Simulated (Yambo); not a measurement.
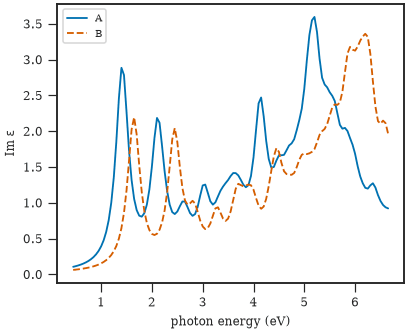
Fig. 1. Two computed absorption spectra of CuCl (zinc blende, space group F-43m, No. 216) (Yambo, PBEsol bands with the same scissor, field along x)

Which curve includes the electron-hole attraction (BSE)?

Curve A: the attraction moves weight to lower energy (centre of the plotted range 4.0 eV against 4.5 eV). Settings: 8×8×8 mesh, 5 valence and 1 conduction bands, static screening with 27 bands and a 4 Ry block, scissor 1.10 eV, Tamm-Dancoff. The scissor comes from a G0W0 run whose convergence isn't established. Broadening 0.15 eV. The band window holds all transitions up to 6.7 eV. On this mesh the peak heights and the fine structure are mesh artefacts; only the shift of weight is robust.

Geometry relaxed with PBEsol; primitive cell a = b = c = 3.740 Å, α = β = γ = 60.00°.
